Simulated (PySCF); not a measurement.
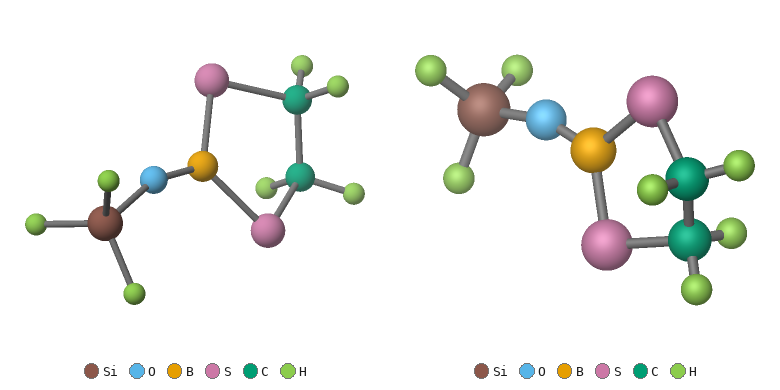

The same structure drawn twice, from different directions.

The computed structure is the end point of a GFN2-xTB optimisation. No frequency run is at hand to confirm it as a minimum.

Describe the molecule.

Formula C2H7BOS2Si. SMILES: `[SiH3]OB1SCCS1`. Independent rings (smallest set): 1 of 5 members. Among its groups: Si–H bond, Si–O bond. Coordination, clear cases only: 1 Si tetrahedral; 1 B trigonal planar; 2 S bent; 2 C tetrahedral.

The parts below concern this one geometry. Atoms keep their numbers from picture to picture.

## NMR shielding

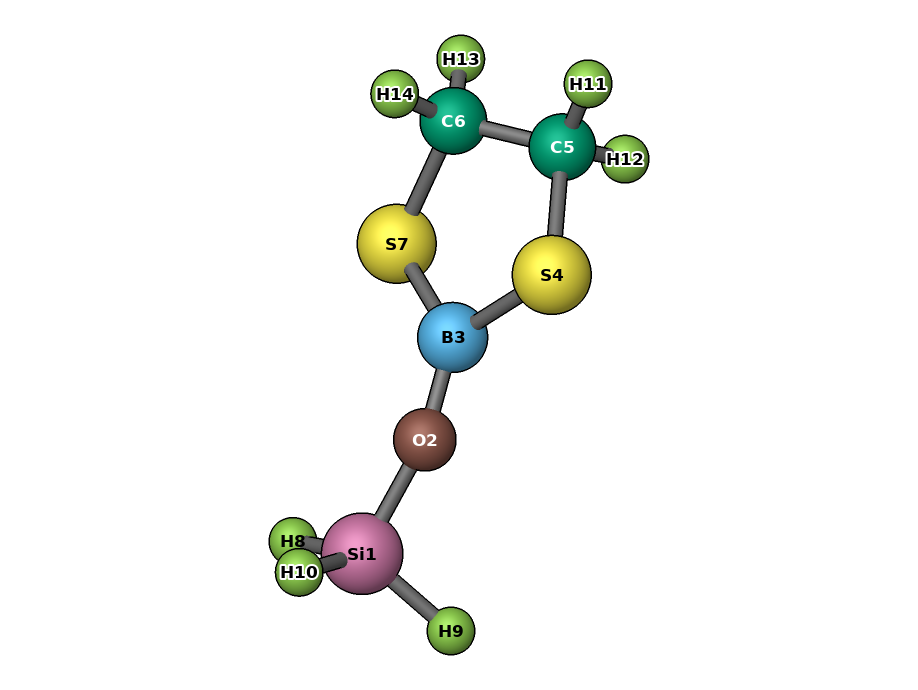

No frequency run is at hand to confirm it as a minimum. Properties computed with GIAO PBE0/pcSseg-1 NMR shielding, non-relativistic, gas phase (PySCF 2.14.0). Principal shieldings σ11 ≤ σ22 ≤ σ33, span Ω = σ33 − σ11, skew κ = 3(σiso − σ22)/Ω.

Give the shielding tensors of the O atoms.

```tsv
atom	σ11	σ22	σ33	σiso	Ω	κ
O2	94.2	187.1	392.7	224.7	298.5	0.38
```

Shieldings and span in ppm.

## Quadrupole coupling

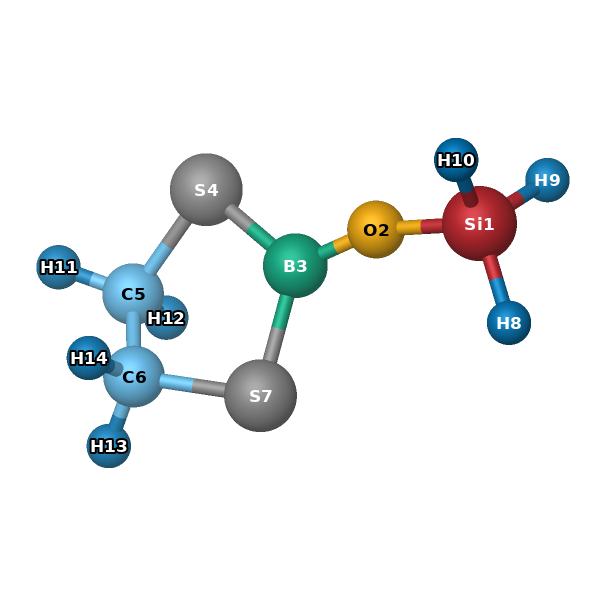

No frequency run is at hand to confirm it as a minimum. Electric field gradients from the ground-state density, PBE0/pcSseg-1 (PySCF 2.14.0), non-relativistic apart from any core potentials.

Give the largest field-gradient component, the quadrupole coupling constant and the asymmetry for 17O at O2 (Q = −25.6 mb), 11B at B3 (Q = 40.59 mb), 33S at S4 (Q = −67.81 mb), 33S at S7 (Q = −67.81 mb), 2H at H8 (Q = 2.86 mb), 2H at H9 (Q = 2.86 mb), 2H at H10 (Q = 2.86 mb), 2H at H11 (Q = 2.86 mb).

| atom | V_zz (a.u.) | e²qQ/h (MHz) | η |
| --- | --- | --- | --- |
| O2 | 1.089 | −6.55 | 0.48 |
| B3 | 0.268 | 2.56 | 0.27 |
| S4 | 2.073 | −33.0 | 0.78 |
| S7 | 2.068 | −32.9 | 0.79 |
| H8 | 0.159 | 0.107 | 0.04 |
| H9 | 0.161 | 0.108 | 0.03 |
| H10 | 0.161 | 0.108 | 0.03 |
| H11 | 0.308 | 0.207 | 0.03 |

## Dipole moment

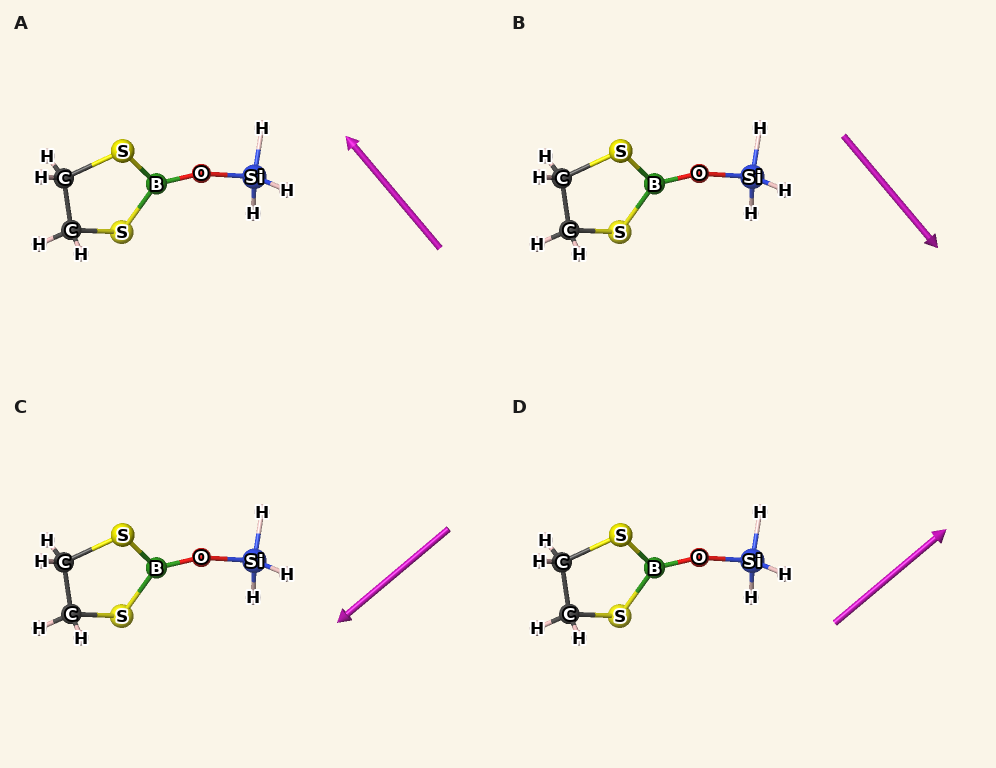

The same molecule four times, each with an arrow. No frequency run is at hand to confirm it as a minimum. Level of theory: PBE0/def2-SVPD, gas phase (PySCF 2.14.0).

> Which arrow points along the dipole moment, from the negative to the positive end?

C. The dipole moment is 0.71 D.

## Ring current

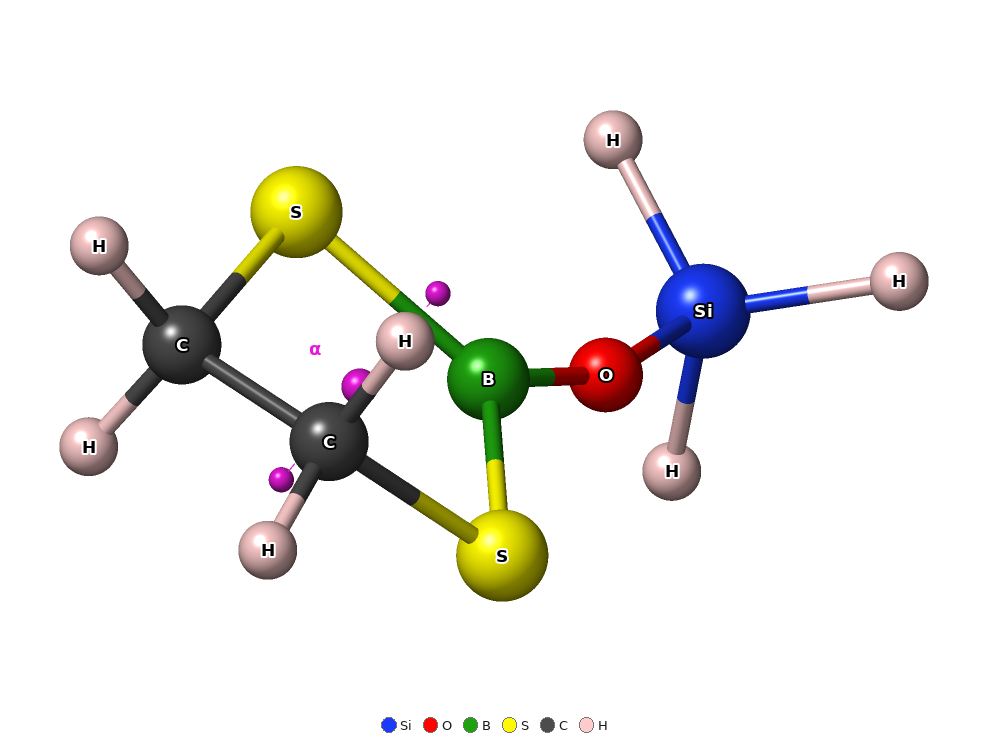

The small points mark where nucleus-independent chemical shifts (NICS) were computed: at the centre of each lettered ring and 1 Å above and below it. No frequency run is at hand to confirm it as a minimum. Level of theory: GIAO PBE0/pcSseg-1 NMR shielding, non-relativistic, gas phase (PySCF 2.14.0).

Give NICS(0), NICS(1) and the out-of-plane component NICS(1)zz for each ring (means of the two sides).

```json
{"ring": "α", "members": "C2BS2", "NICS(0)": "−7.1", "NICS(1)": "−4.2", "NICS(1)zz": "−0.9"}
```

Values in ppm.

> What do the values say about the ring currents?

Ring α: weak, as in a non-aromatic ring. NICS is one index among several.

The geometry is semi-empirical. Around B, Si such bond lengths and angles can be off by a tenth of an ångström or more and by several degrees, and values that hang on the shape move with them.
